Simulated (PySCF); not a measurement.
SMILES C[Si](C)(O)S[Si](C)(O)O (C₃H₁₂O₃SSi₂), singlet at its GFN2-xTB optimised geometry (Å):

```
21

Si    -1.0520    -1.6286     0.0000
C     -1.6489    -2.6121    -1.4936
O     -1.5396    -0.0701     0.0000
O     -1.6142    -2.2961     1.3529
S      1.1286    -1.6286     0.0000
Si     1.4905    -0.7924     1.9368
C      3.3173    -1.0589     2.3594
C      1.0048     1.0450     2.0214
O      0.5247    -1.6392     2.9794
H     -1.2548    -2.2083    -2.4202
H     -1.3448    -3.6499    -1.4299
H     -2.7316    -2.5822    -1.5436
H     -1.2909     0.5112    -0.7139
H     -1.0853    -2.1948     2.1509
H      3.5604    -2.1153     2.4103
H      3.5654    -0.6093     3.3159
H      3.9583    -0.6133     1.6084
H     -0.0586     1.1665     1.8352
H      1.2232     1.4737     2.9954
H      1.5396     1.6286     1.2794
H      0.7053    -1.6230     3.9162
```

Calculation: B3LYP/def2-SVP in PySCF.

Map of the log10 of the electron density (e/bohr³), floored at −4 on the plane z = 0.6 Å:

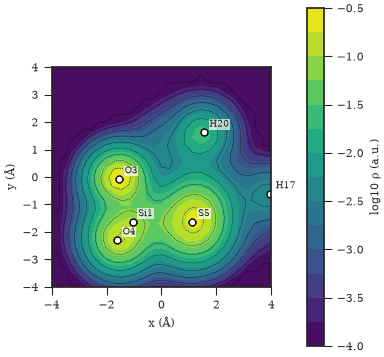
Log10 of the electron density (e/bohr³), floored at −4 on the plane z = 0.6 Å.
